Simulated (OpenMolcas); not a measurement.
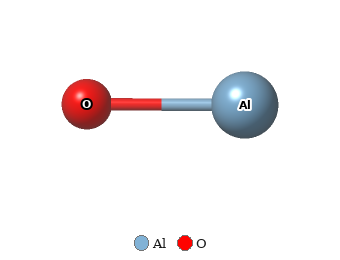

**Figure 1.** The molecule at the reference distance of 1.665 Å.

**Relativistic diatomic calculation for AlO⁻ (part 1 of 2)**

System: AlO⁻.
Method: SA-CASSCF(8,7)/XMS-CASPT2 + RASSI spin-orbit (X2C scalar, AMFI), ANO-RCC-VTZP (OpenMolcas).

**Log (extracts)**
```
++    Wave function specifications:
      Number of closed shell electrons          14
      Number of electrons in active shells       8
      Number of inactive orbitals                7
      Number of active orbitals                  7
      Number of secondary orbitals              50
      Spin quantum number                      0.0
      State symmetry                             1
++    Orbital specifications:
      Symmetry species                           1   2
                                                 a   b
      Frozen orbitals                            0   0
      Inactive orbitals                          5   2
      Active orbitals                            3   4
      RAS2 orbitals                              3   4
      Secondary orbitals                        26  24
      Number of basis functions                 34  30
      printout of CI-coefficients larger than  0.15 for root  1
      energy=    -317.377861
      conf/sym  111 2222     Coeff  Weight
            11  220 2200   0.79856 0.63770
            13  220 u2d0  -0.38159 0.14561
            17  220 2u0d   0.38159 0.14561
      printout of CI-coefficients larger than  0.15 for root  2
      energy=    -317.255930
      conf/sym  111 2222     Coeff  Weight
            12  220 2ud0  -0.46666 0.21777
            13  220 u2d0  -0.50708 0.25713
            17  220 2u0d  -0.50708 0.25713
            18  220 u20d   0.46666 0.21777
      printout of CI-coefficients larger than  0.15 for root  3
      energy=    -317.255930
      conf/sym  111 2222     Coeff  Weight
            12  220 2ud0   0.50708 0.25713
            13  220 u2d0  -0.46666 0.21777
            17  220 2u0d  -0.46666 0.21777
            18  220 u20d  -0.50708 0.25713
      printout of CI-coefficients larger than  0.15 for root  4
      energy=    -317.254141
      conf/sym  111 2222     Coeff  Weight
            12  220 2ud0  -0.67743 0.45891
            18  220 u20d  -0.67743 0.45891
      printout of CI-coefficients larger than  0.15 for root  5
      energy=    -317.156837
      conf/sym  111 2222     Coeff  Weight
            11  220 2200   0.50741 0.25747
            13  220 u2d0   0.55157 0.30423
            17  220 2u0d  -0.55157 0.30423
            31  2ud 2200  -0.17033 0.02901
      Natural orbitals and occupation numbers for root  1
      sym 1:   1.925560   1.979057   0.026825
      sym 2:   1.937622   1.937622   0.096657   0.096657
      Natural orbitals and occupation numbers for root  2
      sym 1:   1.920671   1.987178   0.014158
      sym 2:   1.501544   1.501544   0.537452   0.537452
      Natural orbitals and occupation numbers for root  3
      sym 1:   1.920671   1.987178   0.014158
      sym 2:   1.501544   1.501544   0.537452   0.537452
      Natural orbitals and occupation numbers for root  4
      sym 1:   1.932974   1.987122   0.014263
      sym 2:   1.499321   1.499321   0.533500   0.533500
      Natural orbitals and occupation numbers for root  5
      sym 1:   1.888316   1.964183   0.050682
      sym 2:   1.759829   1.759829   0.288581   0.288581
      RASSCF energy for state  5                   -317.15683674
::    RASSCF root number  1 Total energy:   -317.37786091
::    RASSCF root number  2 Total energy:   -317.25592986
::    RASSCF root number  3 Total energy:   -317.25592986
::    RASSCF root number  4 Total energy:   -317.25414101
::    RASSCF root number  5 Total energy:   -317.15683674
      Von Neumann Entropy (Root   1) =  0.66220
++    Wave function specifications:
      Number of closed shell electrons           8
      Number of electrons in active shells       8
      Number of inactive orbitals                4
      Number of active orbitals                  7
      Number of secondary orbitals              50
      Spin quantum number                      0.0
      State symmetry                             1
      Number of CSFs                           254
      Number of CASSCF root(s) available         5
      CASPT2 state passed to geometry opt.       5
      A file JOBMIX will be created
      This is a MULTI-STATE CASSCF reference
      Number of CI roots used                    5
      These are:                                 1   2   3   4   5
      Off-diagonal elements of Heff are computed
  FINAL CASPT2 RESULT:
      Reference energy:        -317.3778609147
      E2 (Non-variational):      -0.4725497672
      Shift correction:          -0.0040460415
      E2 (Variational):          -0.4765958087
      Total energy:            -317.8544567234
      Reference weight:           0.88114
  FINAL CASPT2 RESULT:
      Reference energy:        -317.2559298586
      E2 (Non-variational):      -0.4098124035
      Shift correction:          -0.0019633793
      E2 (Variational):          -0.4117757828
      Total energy:            -317.6677056414
      Reference weight:           0.91566
  FINAL CASPT2 RESULT:
      Reference energy:        -317.2559298586
      E2 (Non-variational):      -0.4096411039
      Shift correction:          -0.0019574875
      E2 (Variational):          -0.4115985914
      Total energy:            -317.6675284500
      Reference weight:           0.91580
  FINAL CASPT2 RESULT:
      Reference energy:        -317.2541410073
      E2 (Non-variational):      -0.4107234532
      Shift correction:          -0.0019957418
      E2 (Variational):          -0.4127191950
      Total energy:            -317.6668602022
      Reference weight:           0.91489
  FINAL CASPT2 RESULT:
      Reference energy:        -317.1568367410
      E2 (Non-variational):      -0.4428571809
      Shift correction:          -0.0056460335
      E2 (Variational):          -0.4485032144
      Total energy:            -317.6053399554
      Reference weight:           0.88247
       Total XMS-CASPT2 energies:
::    XMS-CASPT2 Root  1     Total energy:   -317.82589854
::    XMS-CASPT2 Root  2     Total energy:   -317.66770904
::    XMS-CASPT2 Root  3     Total energy:   -317.66752505
::    XMS-CASPT2 Root  4     Total energy:   -317.66686113
::    XMS-CASPT2 Root  5     Total energy:   -317.63389721
++    Wave function specifications:
      Number of closed shell electrons          14
      Number of electrons in active shells       8
      Number of inactive orbitals                7
      Number of active orbitals                  7
      Number of secondary orbitals              50
      Spin quantum number                      1.0
      State symmetry                             1
      printout of CI-coefficients larger than  0.15 for root  1
      energy=    -317.267149
      conf/sym  111 2222     Coeff  Weight
             8  220 2u0u  -0.67795 0.45962
            52  220 u2u0   0.67795 0.45962
      printout of CI-coefficients larger than  0.15 for root  2
      energy=    -317.259990
      conf/sym  111 2222     Coeff  Weight
             7  220 2uu0  -0.68946 0.47535
            54  220 u20u   0.68946 0.47535
      printout of CI-coefficients larger than  0.15 for root  3
      energy=    -317.259990
      conf/sym  111 2222     Coeff  Weight
             8  220 2u0u  -0.68946 0.47535
            52  220 u2u0  -0.68946 0.47535
      printout of CI-coefficients larger than  0.15 for root  4
      energy=    -317.255830
      conf/sym  111 2222     Coeff  Weight
             7  220 2uu0  -0.67373 0.45391
            54  220 u20u  -0.67373 0.45391
      printout of CI-coefficients larger than  0.15 for root  5
      energy=    -317.110373
      conf/sym  111 2222     Coeff  Weight
           154  ud0 22uu  -0.54007 0.29168
           157  020 22uu   0.73412 0.53893
           224  uu0 22du  -0.27465 0.07543
           226  uu0 22ud   0.19421 0.03772
      Natural orbitals and occupation numbers for root  1
      sym 1:   1.939784   1.986371   0.015161
      sym 2:   1.498904   1.498904   0.530438   0.530438
      Natural orbitals and occupation numbers for root  2
      sym 1:   1.937065   1.987421   0.014258
      sym 2:   1.498853   1.498853   0.531775   0.531775
      Natural orbitals and occupation numbers for root  3
      sym 1:   1.937065   1.987421   0.014258
      sym 2:   1.498853   1.498853   0.531775   0.531775
      Natural orbitals and occupation numbers for root  4
      sym 1:   1.913135   1.986802   0.014218
      sym 2:   1.502306   1.502306   0.540616   0.540616
      Natural orbitals and occupation numbers for root  5
      sym 1:   0.288036   1.725684   0.005462
      sym 2:   1.984615   1.984615   1.005793   1.005793
      RASSCF energy for state  5                   -317.11037296
::    RASSCF root number  1 Total energy:   -317.26714861
::    RASSCF root number  2 Total energy:   -317.25999016
::    RASSCF root number  3 Total energy:   -317.25999016
::    RASSCF root number  4 Total energy:   -317.25582973
::    RASSCF root number  5 Total energy:   -317.11037296
      Von Neumann Entropy (Root   1) =  1.74530
++    Wave function specifications:
      Number of closed shell electrons           8
      Number of electrons in active shells       8
      Number of inactive orbitals                4
      Number of active orbitals                  7
      Number of secondary orbitals              50
      Spin quantum number                      1.0
      State symmetry                             1
      Number of CSFs                           288
      Number of CASSCF root(s) available         5
      CASPT2 state passed to geometry opt.       5
      A file JOBMIX will be created
      This is a MULTI-STATE CASSCF reference
      Number of CI roots used                    5
      These are:                                 1   2   3   4   5
      Off-diagonal elements of Heff are computed
  FINAL CASPT2 RESULT:
      Reference energy:        -317.2671488737
      E2 (Non-variational):      -0.4105881111
      Shift correction:          -0.0021017750
      E2 (Variational):          -0.4126898861
      Total energy:            -317.6798387598
      Reference weight:           0.91457
  FINAL CASPT2 RESULT:
      Reference energy:        -317.2599904221
      E2 (Non-variational):      -0.4092425858
      Shift correction:          -0.0019458004
      E2 (Variational):          -0.4111883862
      Total energy:            -317.6711788083
      Reference weight:           0.91655
  FINAL CASPT2 RESULT:
      Reference energy:        -317.2599904221
      E2 (Non-variational):      -0.4092033666
      Shift correction:          -0.0019348462
      E2 (Variational):          -0.4111382128
      Total energy:            -317.6711286349
      Reference weight:           0.91666
  FINAL CASPT2 RESULT:
      Reference energy:        -317.2558299862
      E2 (Non-variational):      -0.4082849312
      Shift correction:          -0.0017773280
      E2 (Variational):          -0.4100622592
      Total energy:            -317.6658922454
      Reference weight:           0.91797
  FINAL CASPT2 RESULT:
      Reference energy:        -317.1103732243
      E2 (Non-variational):      -0.4698421073
      Shift correction:          -0.0067470270
      E2 (Variational):          -0.4765891343
      Total energy:            -317.5869623586
      Reference weight:           0.86302
       Total XMS-CASPT2 energies:
::    XMS-CASPT2 Root  1     Total energy:   -317.67983877
::    XMS-CASPT2 Root  2     Total energy:   -317.67117887
::    XMS-CASPT2 Root  3     Total energy:   -317.67112857
::    XMS-CASPT2 Root  4     Total energy:   -317.66582467
::    XMS-CASPT2 Root  5     Total energy:   -317.58702993
++    Wave function specifications:
      Number of closed shell electrons          14
      Number of electrons in active shells       8
      Number of inactive orbitals                7
      Number of active orbitals                  7
      Number of secondary orbitals              50
      Spin quantum number                      1.0
      State symmetry                             2
      printout of CI-coefficients larger than  0.15 for root  1
      energy=    -317.277158
      conf/sym  111 2222     Coeff  Weight
            73  2u0 22u0  -0.16630 0.02766
            82  u20 22u0   0.79149 0.62646
            85  u20 2duu  -0.39260 0.15414
            86  u20 2udu  -0.19941 0.03976
            88  u20 2uud   0.29249 0.08555
           187  u20 u220  -0.16186 0.02620
      printout of CI-coefficients larger than  0.15 for root  2
      energy=    -317.277158
      conf/sym  111 2222     Coeff  Weight
            75  2u0 220u  -0.16630 0.02766
            84  u20 220u   0.79149 0.62646
            89  u20 2u02   0.16186 0.02620
           148  u20 d2uu  -0.39260 0.15414
           188  u20 u2du  -0.34223 0.11712
      printout of CI-coefficients larger than  0.15 for root  3
      energy=    -317.175304
      conf/sym  111 2222     Coeff  Weight
            75  2u0 220u   0.37318 0.13926
            84  u20 220u  -0.31832 0.10133
            89  u20 2u02  -0.28334 0.08028
           148  u20 d2uu  -0.64619 0.41757
           188  u20 u2du  -0.18063 0.03263
           190  u20 u2ud   0.42139 0.17757
      printout of CI-coefficients larger than  0.15 for root  4
      energy=    -317.175304
      conf/sym  111 2222     Coeff  Weight
            73  2u0 22u0   0.37318 0.13926
            82  u20 22u0  -0.31832 0.10133
            85  u20 2duu  -0.64619 0.41757
            86  u20 2udu  -0.45750 0.20931
           187  u20 u220   0.28334 0.08028
      printout of CI-coefficients larger than  0.15 for root  5
      energy=    -317.115708
      conf/sym  111 2222     Coeff  Weight
            86  u20 2udu   0.40013 0.16010
            88  u20 2uud   0.56586 0.32020
           187  u20 u220   0.49005 0.24015
           192  u20 u202  -0.49005 0.24015
      printout of CI-coefficients larger than  0.15 for root  6
      energy=    -317.115708
      conf/sym  111 2222     Coeff  Weight
            83  u20 2u20  -0.49005 0.24015
            89  u20 2u02   0.49005 0.24015
           188  u20 u2du   0.40013 0.16010
           190  u20 u2ud   0.56586 0.32020
      Natural orbitals and occupation numbers for root  1
      sym 1:   1.021092   1.953461   0.023689
      sym 2:   1.983043   1.866264   1.016033   0.136419
      Natural orbitals and occupation numbers for root  2
      sym 1:   1.021092   1.953461   0.023689
      sym 2:   1.866264   1.983043   0.136419   1.016033
      Natural orbitals and occupation numbers for root  3
      sym 1:   1.137990   1.838292   0.016486
      sym 2:   1.396705   1.916392   0.618084   1.076050
      Natural orbitals and occupation numbers for root  4
      sym 1:   1.137990   1.838292   0.016486
      sym 2:   1.916392   1.396705   1.076050   0.618084
      Natural orbitals and occupation numbers for root  5
      sym 1:   1.001115   1.984670   0.014645
      sym 2:   1.499227   1.499228   1.000562   1.000554
      Natural orbitals and occupation numbers for root  6
      sym 1:   1.001115   1.984670   0.014645
      sym 2:   1.499228   1.499227   1.000554   1.000562
      RASSCF energy for state  6                   -317.11570790
::    RASSCF root number  1 Total energy:   -317.27715752
::    RASSCF root number  2 Total energy:   -317.27715752
::    RASSCF root number  3 Total energy:   -317.17530410
::    RASSCF root number  4 Total energy:   -317.17530410
::    RASSCF root number  5 Total energy:   -317.11570790
::    RASSCF root number  6 Total energy:   -317.11570790
      Von Neumann Entropy (Root   1) =  1.47009
++    Wave function specifications:
      Number of closed shell electrons           8
      Number of electrons in active shells       8
      Number of inactive orbitals                4
      Number of active orbitals                  7
      Number of secondary orbitals              50
      Spin quantum number                      1.0
      State symmetry                             2
      Number of CSFs                           300
      Number of CASSCF root(s) available         6
      CASPT2 state passed to geometry opt.       6
   SPIN-FREE ENERGIES:
  (Shifted by EMIN (a.u.) =       -317.8258985425)
 SF State       Relative EMIN(au)   Rel lowest level(eV)    D:o, cm**(-1)      Abs_M
     1             0.0000000000        0.0000000000              0.0000         0.0
    11             0.1044318155        2.8417344668          22920.1342         1.0
    12             0.1044318155        2.8417344668          22920.1342         1.0
     6             0.1460597740        3.9744889260          32056.4151         0.0
    17             0.1520679629        4.1379800750          33375.0601         1.0
    18             0.1520679629        4.1379800750          33375.0601         1.0
     7             0.1547196722        4.2101367595          33957.0430         2.0
     8             0.1547699696        4.2115054231          33968.0820         2.0
     2             0.1581895054        4.3045557325          34718.5834         2.0
     3             0.1583734881        4.3095621567          34758.9629         2.0
     4             0.1590374140        4.3276284991          34904.6778         0.0
     9             0.1600738766        4.3558320843          35132.1551         0.0
     5             0.1920013325        5.2246224182          42139.4217         0.0
    21             0.2230297877        6.0689496983          48949.3804         1.0
    22             0.2230297877        6.0689496983          48949.3804         1.0
    13             0.2353110247        6.4031391802          51644.8004         1.0
    14             0.2353110247        6.4031391802          51644.8004         1.0
    10             0.2388686130        6.4999460916          52425.6008         0.0
    19             0.2535910032        6.9005627379          55656.7920         1.0
    20             0.2535910032        6.9005627379          55656.7920         1.0
    16             0.2883151772        7.8454556475          63277.8672         3.0
    15             0.2883151772        7.8454556475          63277.8672         3.0
```

(Continued in part 2.) Outcome of the run: converged; components of a degenerate state are split by 40 cm⁻¹; whether the anion is bound against detachment isn't tested.
